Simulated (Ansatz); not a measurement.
# GeSiH5 (SMILES [SiH2][GeH3]): UCCSD/aug-cc-pVDZ

What is the energy change on altering one bond length of GeSiH5 at UCCSD/aug-cc-pVDZ? 

The results are computed with Ansatz 0.2.0.

27 further runs of the same task are left out: 27 set aside as unsound or not needed.

## (1) The molecule

GeSiH5: 7 atoms, total charge 0, spin state doublet. SMILES: `[SiH2][GeH3]`. Geometry: relaxed at PBE0-D4/def2-TZVP.

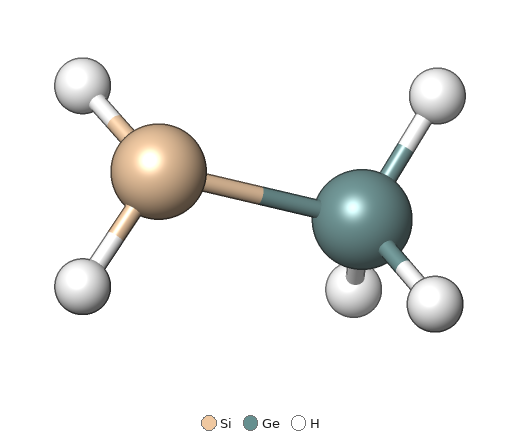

The structure, seen from a chosen angle (silicon light orange, germanium teal, hydrogen white).

## (2) The energy at UCCSD/aug-cc-pVDZ

Input file run.yaml:

```yaml
basis:
  gaussian:
    orbitals: aug-cc-pVDZ
crystal:
  periodic: [false, false, false]
  atoms:
    - {symbol: Si, position_ang: [-0.094700, -1.423600, -0.163400]}
    - {symbol: Ge, position_ang: [0.288700, 0.914700, -0.097700]}
    - {symbol: H, position_ang: [0.173200, -2.103400, 1.133900]}
    - {symbol: H, position_ang: [-1.456400, -1.784700, -0.645400]}
    - {symbol: H, position_ang: [0.037100, 1.517100, -1.489000]}
    - {symbol: H, position_ang: [-0.633800, 1.622900, 0.913200]}
    - {symbol: H, position_ang: [1.746900, 1.189100, 0.302700]}
magnetization:
  spin_polarized: true
  initial_magnetization: 1
accuracy: high
correlation:
  method: ccsd
  frozen_orbitals: {Ge: 9, H: 0, Si: 5}
scf:
  omitted_lower_state_checks: [cluster_reference, increment]
```

On the command line:

```
$ ansatz run run.yaml --threads 1 --pin off --max-ram 3480MiB --events-out events.jsonl --progress --plain --runs-dir runs
```

The program printed, cut to the lines that bear on the results:

```text
Warning: RAYON_NUM_THREADS=1 ignored (pool sized by the plan → 1); use --threads N
Functional definition: HF
  name "HF"
[...]
2189 factors; integrals over basis functions are off by at most 4.4e-9 eV
[...]
mean field -64412.94947002 eV, -2367.1322323581 hartree, gradient 1.3e-8 eV, S^2 0.757892; 0 other end points of the search recorded, 0 dependent functions left out
14 core orbitals not correlated: weight in the atoms' cores, before any rotation towards them, 1.000 or more for the frozen orbitals, at most 0.000 for the correlated occupied ones
reference -64412.94947002 eV, -2367.1322323581 hartree; 12, 11 occupied and 82, 83 virtual orbitals, 2189 factors
second order -6.02289041 eV of doubles, -0.00000000 eV of singles
cycle   1  -6.92196334 eV  change   -9.0e-1 eV  update   7.8e-2
[...]
cycle  22  -7.29882778 eV  change   3.5e-10 eV  update   1.9e-9
Total energy: -64420.24829780 eV, -2367.4004593315 hartree
Checks for a lower state left out: cluster_reference, increment
```

Run time: 85 s. Hardware: 1 thread of Arm Neoverse V1, shared host; peak memory 1.6 GiB.

## (3) The distorted shape, same level

Input file in.yaml:

```yaml
crystal:
  periodic: [false, false, false]
  atoms:
    - {symbol: Si, position_ang: [-0.134892, -1.321611, -0.358031]}
    - {symbol: Ge, position_ang: [0.248508, 1.016689, -0.292331]}
    - {symbol: H, position_ang: [0.173200, -2.103400, 1.133900]}
    - {symbol: H, position_ang: [-1.496592, -1.682711, -0.840031]}
    - {symbol: H, position_ang: [-0.003092, 1.619089, -1.683631]}
    - {symbol: H, position_ang: [-0.673992, 1.724889, 0.718569]}
    - {symbol: H, position_ang: [1.706708, 1.291089, 0.108069]}
basis:
  gaussian: {orbitals: aug-cc-pVDZ}
magnetization: {spin_polarized: true, initial_magnetization: 1}
correlation: {method: ccsd, frozen_orbitals: {Ge: 9, H: 0, Si: 5}}
accuracy: high
scf: {omitted_lower_state_checks: [cluster_reference, increment]}
```

On the command line:

```
$ ansatz run in.yaml --threads 1 --pin off --max-ram 3480MiB --events-out events.jsonl --progress --plain --runs-dir runs
```

The program printed, cut to the lines that bear on the results:

```text
Warning: RAYON_NUM_THREADS=1 ignored (pool sized by the plan → 1); use --threads N
[... 2 set-up lines as earlier in the session ...]
[...]
2194 factors; integrals over basis functions are off by at most 4.4e-9 eV
[...]
mean field -64412.60571907 eV, -2367.1195997437 hartree, gradient 1.7e-8 eV, S^2 0.757909; 0 other end points of the search recorded, 0 dependent functions left out
14 core orbitals not correlated: weight in the atoms' cores, before any rotation towards them, 1.000 or more for the frozen orbitals, at most 0.000 for the correlated occupied ones
reference -64412.60571907 eV, -2367.1195997437 hartree; 12, 11 occupied and 82, 83 virtual orbitals, 2194 factors
second order -6.04375722 eV of doubles, -0.00000000 eV of singles
cycle   1  -6.95105729 eV  change   -9.1e-1 eV  update   8.0e-2
[...]
cycle  23  -7.34536668 eV  change   -1.0e-9 eV  update   2.4e-9
Total energy: -64419.95108576 eV, -2367.3895369904 hartree
Checks for a lower state left out: cluster_reference, increment
```

Run time: 87 s. Hardware: 1 thread of Arm Neoverse V1, shared host; peak memory 1.6 GiB.

## (4) Summary of results

Level: UCCSD/aug-cc-pVDZ, 14 core orbitals frozen.

| quantity | value |
| --- | --- |
| first shape: total energy | -2367.40046 Eh |
| first shape: correlation energy (14 core orbitals frozen) | -268.2 mEh |
| first shape: ⟨S²⟩ of the reference determinant | 0.758 |
| first shape: T1 diagnostic | 0.011 |
| distorted shape: total energy | -2367.38954 Eh |
| distorted shape: correlation energy (14 core orbitals frozen) | -269.9 mEh |
| distorted shape: ⟨S²⟩ of the reference determinant | 0.758 |
| distorted shape: T1 diagnostic | 0.012 |
| energy change with the Si1–H3 bond stretched from 1.489 to 1.712 Å | 0.297 eV |

In words: With the Si1–H3 bond stretched from 1.489 to 1.712 Å the energy rises by 0.30 eV (6.9 kcal/mol). The first shape isn't relaxed at this level, so the change isn't measured from a minimum.
